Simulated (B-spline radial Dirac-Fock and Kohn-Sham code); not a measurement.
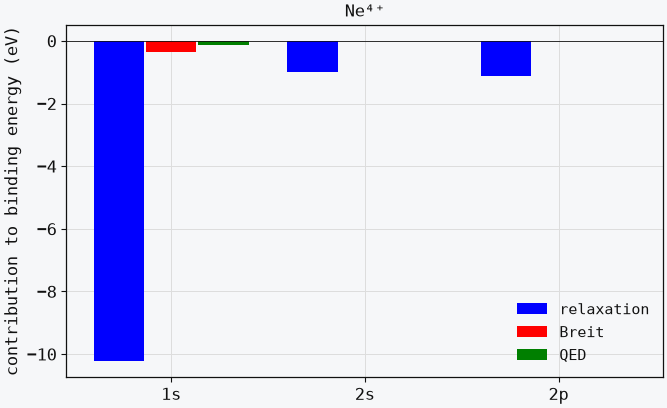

Fig. 1. Bars give the relaxation, Breit and QED contributions (eV) to the binding energies of the deepest subshells, counted from the Koopmans value. Species: neon in charge state +4 (Ne⁴⁺) in the configuration [He] 2s2 2p2. Method: Dirac–Fock ΔSCF (average of configuration, Fermi nucleus, Breit and QED terms, no correlation) (computed with a radial B-spline solver). Open shells are averaged over j.

For 1s (bound by 1.0042 keV) relaxation contributes −10.2 eV, the Breit interaction −0.345 eV and QED −0.123 eV, so relaxation is the largest correction there. For 2p the three are −1.12 eV, −0.018 eV and 0.0024 eV. Relaxation is largest in size for 1s.
